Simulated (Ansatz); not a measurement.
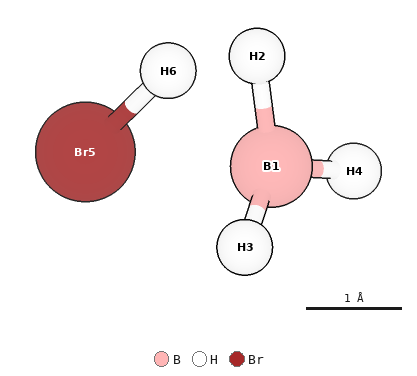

Fig. 1: The structure as given in the input (ball-and-stick view, seen at a tilt; atoms are numbered from 1 in the order of the input). Bond lengths as drawn: Br–H 1.61 Å and B–H 1.20 to 1.26 Å.

# Molecular dynamics of BH4Br (part 1 of 5)

BH4Br, computed with RKS B3LYP/def2-SVP (Ansatz 0.2.0).

It belongs to a series of runs on one base structure; here: dynamics from the highest image of the converged band. Figures and captions count atoms from 1; the log counts them from 0 in places.

### The program's output
```
Engine: ansatz 0.2.0, x86_64-unknown-linux-gnu
Functional definition: B3LYP
  parameter a0 = 0.2
  parameter ax = 0.72
  parameter ac = 0.81
  exchange = (1 - a0 - ax)*slater_x + ax*b88_x + a0*exact_x
  correlation = (1 - ac)*vwn_rpa_c + ac*lyp_c
713 factors; integrals over basis functions are off by at most 5.7e-4 eV
mean field evaluation 1: about -70776.6380 eV, gradient 2.2e1 eV
mean field evaluation 2: about -70776.1348 eV, gradient 2.6e1 eV
mean field evaluation 4: about -70778.3881 eV, gradient 1.0e0 eV
mean field evaluation 8: about -70778.4002 eV, gradient 1.1e-2 eV
mean field -70778.40016991 eV, -2601.0582309216 hartree, gradient 1.4e-5 eV, S^2 0.000000; 0 other end points of the search recorded, 0 dependent functions left out
the calculation of the forces begins
reference -70778.40037692 eV, -2601.0582385289 hartree; 22, 22 occupied and 44, 44 virtual orbitals, 713 factors
md step     0: t =     0.00 fs  T =   100.0 K  F+E_penalty+E_count = -70778.40016991 eV  E_kin = 0.051704 eV  conserved = -70778.34846591 eV  (23 SCF iters)
these checks for a lower state are left out or cut short: starts, cluster_reference, orbital_swaps, neighbouring_geometries, increment
713 factors; integrals over basis functions are off by at most 5.9e-4 eV
mean field evaluation 16: about -70778.3987 eV, gradient 4.2e-1 eV
mean field -70778.39931768 eV, -2601.0581996025 hartree, gradient 1.8e-5 eV, S^2 0.000000; 0 other end points of the search recorded, 0 dependent functions left out
the calculation of the forces begins
reference -70778.39952484 eV, -2601.0582072156 hartree; 22, 22 occupied and 44, 44 virtual orbitals, 713 factors
md step     1: t =     0.50 fs  T =    98.4 K  F+E_penalty+E_count = -70778.39931768 eV  E_kin = 0.050865 eV  conserved = -70778.34845266 eV  (22 SCF iters)
[... from here on the SCF iterations and repeated set-up lines of each step are left out, up to the last step ...]
md step     2: t =     1.00 fs  T =    93.7 K  F+E_penalty+E_count = -70778.39687167 eV  E_kin = 0.048449 eV  conserved = -70778.34842259 eV  (22 SCF iters)
md step     3: t =     1.50 fs  T =    86.9 K  F+E_penalty+E_count = -70778.39329556 eV  E_kin = 0.044912 eV  conserved = -70778.34838311 eV  (22 SCF iters)
md step     4: t =     2.00 fs  T =    79.0 K  F+E_penalty+E_count = -70778.38920539 eV  E_kin = 0.040863 eV  conserved = -70778.34834235 eV  (22 SCF iters)
md step     5: t =     2.50 fs  T =    71.4 K  F+E_penalty+E_count = -70778.38523834 eV  E_kin = 0.036930 eV  conserved = -70778.34830840 eV  (22 SCF iters)
md step     6: t =     3.00 fs  T =    65.1 K  F+E_penalty+E_count = -70778.38192913 eV  E_kin = 0.033642 eV  conserved = -70778.34828682 eV  (21 SCF iters)
md step     7: t =     3.50 fs  T =    60.6 K  F+E_penalty+E_count = -70778.37961747 eV  E_kin = 0.031337 eV  conserved = -70778.34828093 eV  (21 SCF iters)
md step     8: t =     4.00 fs  T =    58.2 K  F+E_penalty+E_count = -70778.37839462 eV  E_kin = 0.030103 eV  conserved = -70778.34829116 eV  (21 SCF iters)
md step     9: t =     4.50 fs  T =    57.6 K  F+E_penalty+E_count = -70778.37809603 eV  E_kin = 0.029781 eV  conserved = -70778.34831516 eV  (22 SCF iters)
md step    10: t =     5.00 fs  T =    58.0 K  F+E_penalty+E_count = -70778.37834021 eV  E_kin = 0.029992 eV  conserved = -70778.34834789 eV  (22 SCF iters)
md step    11: t =     5.50 fs  T =    58.5 K  F+E_penalty+E_count = -70778.37861014 eV  E_kin = 0.030228 eV  conserved = -70778.34838227 eV  (22 SCF iters)
md step    12: t =     6.00 fs  T =    57.9 K  F+E_penalty+E_count = -70778.37836704 eV  E_kin = 0.029957 eV  conserved = -70778.34841018 eV  (22 SCF iters)
md step    13: t =     6.50 fs  T =    55.6 K  F+E_penalty+E_count = -70778.37717870 eV  E_kin = 0.028755 eV  conserved = -70778.34842415 eV  (22 SCF iters)
md step    14: t =     7.00 fs  T =    51.1 K  F+E_penalty+E_count = -70778.37483647 eV  E_kin = 0.026417 eV  conserved = -70778.34841925 eV  (22 SCF iters)
md step    15: t =     7.50 fs  T =    44.6 K  F+E_penalty+E_count = -70778.37142986 eV  E_kin = 0.023035 eV  conserved = -70778.34839501 eV  (22 SCF iters)
md step    16: t =     8.00 fs  T =    36.7 K  F+E_penalty+E_count = -70778.36735064 eV  E_kin = 0.018994 eV  conserved = -70778.34835638 eV  (21 SCF iters)
md step    17: t =     8.50 fs  T =    28.8 K  F+E_penalty+E_count = -70778.36321277 eV  E_kin = 0.014900 eV  conserved = -70778.34831301 eV  (21 SCF iters)
md step    18: t =     9.00 fs  T =    22.1 K  F+E_penalty+E_count = -70778.35970052 eV  E_kin = 0.011424 eV  conserved = -70778.34827672 eV  (21 SCF iters)
md step    19: t =     9.50 fs  T =    17.7 K  F+E_penalty+E_count = -70778.35738505 eV  E_kin = 0.009128 eV  conserved = -70778.34825750 eV  (21 SCF iters)
md step    20: t =    10.00 fs  T =    16.1 K  F+E_penalty+E_count = -70778.35656850 eV  E_kin = 0.008308 eV  conserved = -70778.34826031 eV  (21 SCF iters)
md step    21: t =    10.50 fs  T =    17.3 K  F+E_penalty+E_count = -70778.35720805 eV  E_kin = 0.008925 eV  conserved = -70778.34828320 eV  (24 SCF iters)
md step    22: t =    11.00 fs  T =    20.6 K  F+E_penalty+E_count = -70778.35894514 eV  E_kin = 0.010627 eV  conserved = -70778.34831845 eV  (21 SCF iters)
md step    23: t =    11.50 fs  T =    24.9 K  F+E_penalty+E_count = -70778.36122447 eV  E_kin = 0.012869 eV  conserved = -70778.34835556 eV  (21 SCF iters)
md step    24: t =    12.00 fs  T =    29.2 K  F+E_penalty+E_count = -70778.36345711 eV  E_kin = 0.015072 eV  conserved = -70778.34838482 eV  (21 SCF iters)
md step    25: t =    12.50 fs  T =    32.4 K  F+E_penalty+E_count = -70778.36517277 eV  E_kin = 0.016773 eV  conserved = -70778.34840001 eV  (22 SCF iters)
md step    26: t =    13.00 fs  T =    34.3 K  F+E_penalty+E_count = -70778.36611978 eV  E_kin = 0.017720 eV  conserved = -70778.34839936 eV  (22 SCF iters)
md step    27: t =    13.50 fs  T =    34.6 K  F+E_penalty+E_count = -70778.36629634 eV  E_kin = 0.017911 eV  conserved = -70778.34838499 eV  (22 SCF iters)
md step    28: t =    14.00 fs  T =    34.0 K  F+E_penalty+E_count = -70778.36591913 eV  E_kin = 0.017558 eV  conserved = -70778.34836141 eV  (22 SCF iters)
md step    29: t =    14.50 fs  T =    32.9 K  F+E_penalty+E_count = -70778.36535087 eV  E_kin = 0.017016 eV  conserved = -70778.34833500 eV  (22 SCF iters)
md step    30: t =    15.00 fs  T =    32.3 K  F+E_penalty+E_count = -70778.36500663 eV  E_kin = 0.016696 eV  conserved = -70778.34831110 eV  (22 SCF iters)
md step    31: t =    15.50 fs  T =    32.8 K  F+E_penalty+E_count = -70778.36526425 eV  E_kin = 0.016970 eV  conserved = -70778.34829436 eV  (22 SCF iters)
md step    32: t =    16.00 fs  T =    35.0 K  F+E_penalty+E_count = -70778.36638932 eV  E_kin = 0.018101 eV  conserved = -70778.34828784 eV  (22 SCF iters)
md step    33: t =    16.50 fs  T =    39.1 K  F+E_penalty+E_count = -70778.36848538 eV  E_kin = 0.020193 eV  conserved = -70778.34829273 eV  (22 SCF iters)
md step    34: t =    17.00 fs  T =    44.8 K  F+E_penalty+E_count = -70778.37147478 eV  E_kin = 0.023167 eV  conserved = -70778.34830819 eV  (22 SCF iters)
md step    35: t =    17.50 fs  T =    51.8 K  F+E_penalty+E_count = -70778.37511257 eV  E_kin = 0.026781 eV  conserved = -70778.34833135 eV  (21 SCF iters)
md step    36: t =    18.00 fs  T =    59.3 K  F+E_penalty+E_count = -70778.37903312 eV  E_kin = 0.030676 eV  conserved = -70778.34835757 eV  (22 SCF iters)
md step    37: t =    18.50 fs  T =    66.6 K  F+E_penalty+E_count = -70778.38282408 eV  E_kin = 0.034443 eV  conserved = -70778.34838120 eV  (22 SCF iters)
md step    38: t =    19.00 fs  T =    73.0 K  F+E_penalty+E_count = -70778.38611633 eV  E_kin = 0.037720 eV  conserved = -70778.34839663 eV  (22 SCF iters)
md step    39: t =    19.50 fs  T =    77.9 K  F+E_penalty+E_count = -70778.38867099 eV  E_kin = 0.040271 eV  conserved = -70778.34839992 eV  (22 SCF iters)
md step    40: t =    20.00 fs  T =    81.3 K  F+E_penalty+E_count = -70778.39044027 eV  E_kin = 0.042050 eV  conserved = -70778.34839010 eV  (21 SCF iters)
md step    41: t =    20.50 fs  T =    83.6 K  F+E_penalty+E_count = -70778.39158020 eV  E_kin = 0.043210 eV  conserved = -70778.34837013 eV  (22 SCF iters)
md step    42: t =    21.00 fs  T =    85.2 K  F+E_penalty+E_count = -70778.39240395 eV  E_kin = 0.044058 eV  conserved = -70778.34834621 eV  (21 SCF iters)
md step    43: t =    21.50 fs  T =    87.0 K  F+E_penalty+E_count = -70778.39328466 eV  E_kin = 0.044959 eV  conserved = -70778.34832614 eV  (21 SCF iters)
md step    44: t =    22.00 fs  T =    89.4 K  F+E_penalty+E_count = -70778.39453645 eV  E_kin = 0.046220 eV  conserved = -70778.34831612 eV  (23 SCF iters)
md step    45: t =    22.50 fs  T =    92.8 K  F+E_penalty+E_count = -70778.39631735 eV  E_kin = 0.047999 eV  conserved = -70778.34831881 eV  (21 SCF iters)
md step    46: t =    23.00 fs  T =    97.2 K  F+E_penalty+E_count = -70778.39858896 eV  E_kin = 0.050257 eV  conserved = -70778.34833216 eV  (21 SCF iters)
md step    47: t =    23.50 fs  T =   102.1 K  F+E_penalty+E_count = -70778.40114717 eV  E_kin = 0.052797 eV  conserved = -70778.34835060 eV  (21 SCF iters)
md step    48: t =    24.00 fs  T =   107.0 K  F+E_penalty+E_count = -70778.40370702 eV  E_kin = 0.055340 eV  conserved = -70778.34836750 eV  (21 SCF iters)
md step    49: t =    24.50 fs  T =   111.5 K  F+E_penalty+E_count = -70778.40600413 eV  E_kin = 0.057626 eV  conserved = -70778.34837780 eV  (21 SCF iters)
md step    50: t =    25.00 fs  T =   115.1 K  F+E_penalty+E_count = -70778.40787356 eV  E_kin = 0.059494 eV  conserved = -70778.34837948 eV  (21 SCF iters)
md step    51: t =    25.50 fs  T =   117.8 K  F+E_penalty+E_count = -70778.40928318 eV  E_kin = 0.060910 eV  conserved = -70778.34837353 eV  (21 SCF iters)
md step    52: t =    26.00 fs  T =   119.8 K  F+E_penalty+E_count = -70778.41032054 eV  E_kin = 0.061958 eV  conserved = -70778.34836281 eV  (21 SCF iters)
md step    53: t =    26.50 fs  T =   121.5 K  F+E_penalty+E_count = -70778.41114978 eV  E_kin = 0.062799 eV  conserved = -70778.34835067 eV  (21 SCF iters)
md step    54: t =    27.00 fs  T =   123.0 K  F+E_penalty+E_count = -70778.41195977 eV  E_kin = 0.063620 eV  conserved = -70778.34833985 eV  (21 SCF iters)
md step    55: t =    27.50 fs  T =   124.9 K  F+E_penalty+E_count = -70778.41292025 eV  E_kin = 0.064588 eV  conserved = -70778.34833204 eV  (21 SCF iters)
md step    56: t =    28.00 fs  T =   127.3 K  F+E_penalty+E_count = -70778.41415343 eV  E_kin = 0.065825 eV  conserved = -70778.34832803 eV  (21 SCF iters)
md step    57: t =    28.50 fs  T =   130.3 K  F+E_penalty+E_count = -70778.41572045 eV  E_kin = 0.067393 eV  conserved = -70778.34832789 eV  (21 SCF iters)
md step    58: t =    29.00 fs  T =   134.0 K  F+E_penalty+E_count = -70778.41761945 eV  E_kin = 0.069288 eV  conserved = -70778.34833129 eV  (21 SCF iters)
md step    59: t =    29.50 fs  T =   138.2 K  F+E_penalty+E_count = -70778.41979173 eV  E_kin = 0.071454 eV  conserved = -70778.34833738 eV  (21 SCF iters)
md step    60: t =    30.00 fs  T =   142.7 K  F+E_penalty+E_count = -70778.42213621 eV  E_kin = 0.073791 eV  conserved = -70778.34834494 eV  (21 SCF iters)
md step    61: t =    30.50 fs  T =   147.3 K  F+E_penalty+E_count = -70778.42453200 eV  E_kin = 0.076180 eV  conserved = -70778.34835175 eV  (21 SCF iters)
md step    62: t =    31.00 fs  T =   151.9 K  F+E_penalty+E_count = -70778.42687122 eV  E_kin = 0.078515 eV  conserved = -70778.34835592 eV  (21 SCF iters)
md step    63: t =    31.50 fs  T =   156.2 K  F+E_penalty+E_count = -70778.42909377 eV  E_kin = 0.080739 eV  conserved = -70778.34835505 eV  (21 SCF iters)
md step    64: t =    32.00 fs  T =   160.3 K  F+E_penalty+E_count = -70778.43121939 eV  E_kin = 0.082871 eV  conserved = -70778.34834833 eV  (21 SCF iters)
md step    65: t =    32.50 fs  T =   164.4 K  F+E_penalty+E_count = -70778.43335958 eV  E_kin = 0.085023 eV  conserved = -70778.34833672 eV  (21 SCF iters)
md step    66: t =    33.00 fs  T =   169.0 K  F+E_penalty+E_count = -70778.43570041 eV  E_kin = 0.087377 eV  conserved = -70778.34832349 eV  (23 SCF iters)
md step    67: t =    33.50 fs  T =   174.3 K  F+E_penalty+E_count = -70778.43845217 eV  E_kin = 0.090139 eV  conserved = -70778.34831326 eV  (20 SCF iters)
md step    68: t =    34.00 fs  T =   180.8 K  F+E_penalty+E_count = -70778.44177785 eV  E_kin = 0.093468 eV  conserved = -70778.34831031 eV  (21 SCF iters)
md step    69: t =    34.50 fs  T =   188.4 K  F+E_penalty+E_count = -70778.44572585 eV  E_kin = 0.097409 eV  conserved = -70778.34831701 eV  (21 SCF iters)
md step    70: t =    35.00 fs  T =   197.0 K  F+E_penalty+E_count = -70778.45019562 eV  E_kin = 0.101864 eV  conserved = -70778.34833209 eV  (22 SCF iters)
md step    71: t =    35.50 fs  T =   206.2 K  F+E_penalty+E_count = -70778.45495801 eV  E_kin = 0.106607 eV  conserved = -70778.34835078 eV  (21 SCF iters)
md step    72: t =    36.00 fs  T =   215.4 K  F+E_penalty+E_count = -70778.45972868 eV  E_kin = 0.111362 eV  conserved = -70778.34836647 eV  (21 SCF iters)
md step    73: t =    36.50 fs  T =   224.2 K  F+E_penalty+E_count = -70778.46426903 eV  E_kin = 0.115896 eV  conserved = -70778.34837336 eV  (21 SCF iters)
md step    74: t =    37.00 fs  T =   232.3 K  F+E_penalty+E_count = -70778.46847490 eV  E_kin = 0.120106 eV  conserved = -70778.34836880 eV  (21 SCF iters)
md step    75: t =    37.50 fs  T =   239.9 K  F+E_penalty+E_count = -70778.47241728 eV  E_kin = 0.124063 eV  conserved = -70778.34835435 eV  (21 SCF iters)
md step    76: t =    38.00 fs  T =   247.5 K  F+E_penalty+E_count = -70778.47631887 eV  E_kin = 0.127984 eV  conserved = -70778.34833508 eV  (21 SCF iters)
md step    77: t =    38.50 fs  T =   255.6 K  F+E_penalty+E_count = -70778.48047709 eV  E_kin = 0.132160 eV  conserved = -70778.34831751 eV  (21 SCF iters)
md step    78: t =    39.00 fs  T =   264.7 K  F+E_penalty+E_count = -70778.48516403 eV  E_kin = 0.136857 eV  conserved = -70778.34830737 eV  (21 SCF iters)
md step    79: t =    39.50 fs  T =   275.1 K  F+E_penalty+E_count = -70778.49053924 eV  E_kin = 0.142232 eV  conserved = -70778.34830731 eV  (21 SCF iters)
md step    80: t =    40.00 fs  T =   286.8 K  F+E_penalty+E_count = -70778.49660463 eV  E_kin = 0.148288 eV  conserved = -70778.34831706 eV  (21 SCF iters)
md step    81: t =    40.50 fs  T =   299.5 K  F+E_penalty+E_count = -70778.50320876 eV  E_kin = 0.154875 eV  conserved = -70778.34833354 eV  (21 SCF iters)
md step    82: t =    41.00 fs  T =   312.8 K  F+E_penalty+E_count = -70778.51009338 eV  E_kin = 0.161741 eV  conserved = -70778.34835236 eV  (22 SCF iters)
md step    83: t =    41.50 fs  T =   326.1 K  F+E_penalty+E_count = -70778.51696168 eV  E_kin = 0.168592 eV  conserved = -70778.34836925 eV  (27 SCF iters)
md step    84: t =    42.00 fs  T =   338.8 K  F+E_penalty+E_count = -70778.52354609 eV  E_kin = 0.175165 eV  conserved = -70778.34838065 eV  (27 SCF iters)
md step    85: t =    42.50 fs  T =   350.6 K  F+E_penalty+E_count = -70778.52966235 eV  E_kin = 0.181277 eV  conserved = -70778.34838521 eV  (28 SCF iters)
md step    86: t =    43.00 fs  T =   361.4 K  F+E_penalty+E_count = -70778.53523876 eV  E_kin = 0.186857 eV  conserved = -70778.34838223 eV  (27 SCF iters)
md step    87: t =    43.50 fs  T =   371.3 K  F+E_penalty+E_count = -70778.54032620 eV  E_kin = 0.191954 eV  conserved = -70778.34837233 eV  (23 SCF iters)
md step    88: t =    44.00 fs  T =   380.5 K  F+E_penalty+E_count = -70778.54508787 eV  E_kin = 0.196731 eV  conserved = -70778.34835716 eV  (27 SCF iters)
md step    89: t =    44.50 fs  T =   389.6 K  F+E_penalty+E_count = -70778.54977218 eV  E_kin = 0.201433 eV  conserved = -70778.34833935 eV  (27 SCF iters)
md step    90: t =    45.00 fs  T =   399.1 K  F+E_penalty+E_count = -70778.55466921 eV  E_kin = 0.206347 eV  conserved = -70778.34832249 eV  (27 SCF iters)
md step    91: t =    45.50 fs  T =   409.5 K  F+E_penalty+E_count = -70778.56005204 eV  E_kin = 0.211741 eV  conserved = -70778.34831096 eV  (26 SCF iters)
md step    92: t =    46.00 fs  T =   421.2 K  F+E_penalty+E_count = -70778.56610845 eV  E_kin = 0.217800 eV  conserved = -70778.34830856 eV  (27 SCF iters)
md step    93: t =    46.50 fs  T =   434.3 K  F+E_penalty+E_count = -70778.57287884 eV  E_kin = 0.224561 eV  conserved = -70778.34831788 eV  (28 SCF iters)
md step    94: t =    47.00 fs  T =   448.5 K  F+E_penalty+E_count = -70778.58021839 eV  E_kin = 0.231880 eV  conserved = -70778.34833860 eV  (27 SCF iters)
md step    95: t =    47.50 fs  T =   463.1 K  F+E_penalty+E_count = -70778.58780516 eV  E_kin = 0.239438 eV  conserved = -70778.34836678 eV  (27 SCF iters)
md step    96: t =    48.00 fs  T =   477.3 K  F+E_penalty+E_count = -70778.59520320 eV  E_kin = 0.246808 eV  conserved = -70778.34839549 eV  (27 SCF iters)
md step    97: t =    48.50 fs  T =   490.4 K  F+E_penalty+E_count = -70778.60197160 eV  E_kin = 0.253555 eV  conserved = -70778.34841653 eV  (27 SCF iters)
md step    98: t =    49.00 fs  T =   501.6 K  F+E_penalty+E_count = -70778.60779119 eV  E_kin = 0.259368 eV  conserved = -70778.34842315 eV  (24 SCF iters)
md step    99: t =    49.50 fs  T =   510.9 K  F+E_penalty+E_count = -70778.61256777 eV  E_kin = 0.264155 eV  conserved = -70778.34841259 eV  (24 SCF iters)
md step   100: t =    50.00 fs  T =   518.5 K  F+E_penalty+E_count = -70778.61647383 eV  E_kin = 0.268086 eV  conserved = -70778.34838734 eV  (24 SCF iters)
md step   101: t =    50.50 fs  T =   525.2 K  F+E_penalty+E_count = -70778.61990846 eV  E_kin = 0.271554 eV  conserved = -70778.34835485 eV  (24 SCF iters)
md step   102: t =    51.00 fs  T =   532.0 K  F+E_penalty+E_count = -70778.62338270 eV  E_kin = 0.275058 eV  conserved = -70778.34832500 eV  (24 SCF iters)
md step   103: t =    51.50 fs  T =   539.7 K  F+E_penalty+E_count = -70778.62736601 eV  E_kin = 0.279059 eV  conserved = -70778.34830707 eV  (24 SCF iters)
md step   104: t =    52.00 fs  T =   549.0 K  F+E_penalty+E_count = -70778.63214277 eV  E_kin = 0.283836 eV  conserved = -70778.34830659 eV  (23 SCF iters)
md step   105: t =    52.50 fs  T =   559.7 K  F+E_penalty+E_count = -70778.63772602 eV  E_kin = 0.289402 eV  conserved = -70778.34832366 eV  (23 SCF iters)
md step   106: t =    53.00 fs  T =   571.5 K  F+E_penalty+E_count = -70778.64385419 eV  E_kin = 0.295501 eV  conserved = -70778.34835343 eV  (23 SCF iters)
md step   107: t =    53.50 fs  T =   583.5 K  F+E_penalty+E_count = -70778.65006594 eV  E_kin = 0.301678 eV  conserved = -70778.34838779 eV  (24 SCF iters)
md step   108: t =    54.00 fs  T =   594.6 K  F+E_penalty+E_count = -70778.65582508 eV  E_kin = 0.307407 eV  conserved = -70778.34841830 eV  (24 SCF iters)
md step   109: t =    54.50 fs  T =   603.9 K  F+E_penalty+E_count = -70778.66065406 eV  E_kin = 0.312216 eV  conserved = -70778.34843822 eV  (24 SCF iters)
md step   110: t =    55.00 fs  T =   610.8 K  F+E_penalty+E_count = -70778.66424098 eV  E_kin = 0.315797 eV  conserved = -70778.34844394 eV  (24 SCF iters)
md step   111: t =    55.50 fs  T =   615.2 K  F+E_penalty+E_count = -70778.66649837 eV  E_kin = 0.318063 eV  conserved = -70778.34843520 eV  (24 SCF iters)
md step   112: t =    56.00 fs  T =   617.3 K  F+E_penalty+E_count = -70778.66756885 eV  E_kin = 0.319154 eV  conserved = -70778.34841450 eV  (24 SCF iters)
md step   113: t =    56.50 fs  T =   617.7 K  F+E_penalty+E_count = -70778.66778515 eV  E_kin = 0.319398 eV  conserved = -70778.34838665 eV  (24 SCF iters)
md step   114: t =    57.00 fs  T =   617.4 K  F+E_penalty+E_count = -70778.66759550 eV  E_kin = 0.319238 eV  conserved = -70778.34835745 eV  (24 SCF iters)
md step   115: t =    57.50 fs  T =   617.2 K  F+E_penalty+E_count = -70778.66746987 eV  E_kin = 0.319137 eV  conserved = -70778.34833298 eV  (24 SCF iters)
md step   116: t =    58.00 fs  T =   617.9 K  F+E_penalty+E_count = -70778.66780090 eV  E_kin = 0.319482 eV  conserved = -70778.34831881 eV  (24 SCF iters)
md step   117: t =    58.50 fs  T =   619.9 K  F+E_penalty+E_count = -70778.66881551 eV  E_kin = 0.320497 eV  conserved = -70778.34831877 eV  (23 SCF iters)
md step   118: t =    59.00 fs  T =   623.1 K  F+E_penalty+E_count = -70778.67051472 eV  E_kin = 0.322181 eV  conserved = -70778.34833385 eV  (24 SCF iters)
md step   119: t =    59.50 fs  T =   627.2 K  F+E_penalty+E_count = -70778.67265832 eV  E_kin = 0.324297 eV  conserved = -70778.34836165 eV  (24 SCF iters)
```
